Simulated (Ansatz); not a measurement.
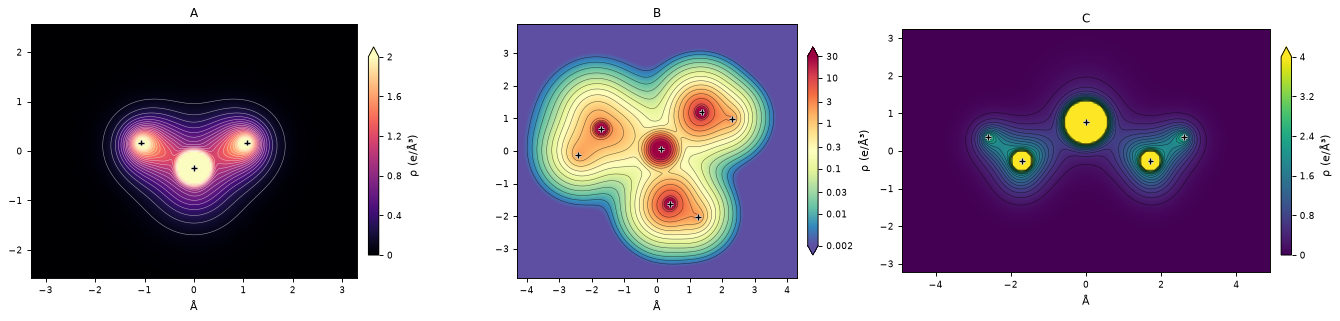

The electron density of 3 systems, each on a plane through atoms (crosses mark nuclei in the plane).

Computed with Ansatz 0.2.0, isolated molecule in a Gaussian basis; Hartree-Fock.

System 1: CH$_{5}$AlO$_{2}$, the plane of atoms C1, Al2 and O4. Geometry: PBE0-D4/def2-TZVP.

```xyz
9

C    -0.0251    1.1098   -1.0341
Al   -0.0013   -0.3029    0.2856
O     0.9577   -1.6729   -0.0067
O    -0.9337   -0.1316    1.6941
H    -0.2270    0.7124   -2.0323
H    -0.7807    1.8635   -0.8037
H     0.9458    1.6112   -1.0847
H     1.0483   -2.4223    0.5773
H    -0.9841   -0.7673    2.4045
```

System 2: C$_{2}$H$_{6}$Ga (SMILES C[Ga]C) (doublet), the plane of atoms Ga2, C3 and H7. Geometry: PBE0-D4/def2-TZVP.

```xyz
9

C    -1.2466    1.1630    0.1753
Ga    0.4566    0.3856    0.8730
C     1.2740   -1.1396   -0.1261
H    -2.0143    0.3825    0.1775
H    -1.0925    1.4797   -0.8611
H    -1.6027    2.0113    0.7582
H     2.2020   -1.4968    0.3182
H     1.4694   -0.8220   -1.1553
H     0.5541   -1.9637   -0.1597
```

System 3: BH$_{2}$ (SMILES [BH2]) (doublet), the molecular plane. Geometry: PBE0-D4/def2-TZVP.

```xyz
3

B     0.2651   -0.1677    0.1297
H     0.2921    1.0149    0.2709
H    -0.5571   -0.8473   -0.4006
```

Q: Which map belongs to which system?

A: Panel A is system 3, BH$_{2}$: the plane holds B and H. B–H (1.19 Å): ρ is about 1.3 e/Å³ halfway. Panel B is system 1, CH$_{5}$AlO$_{2}$: the plane holds C, Al, O and H. Al–O (1.70 Å): the density is about 0.85 e/Å³ at the midpoint. Panel C is system 2, C$_{2}$H$_{6}$Ga: the plane holds C, Ga and H. C–Ga (2.00 Å): the density is about 0.76 e/Å³ at the midpoint.
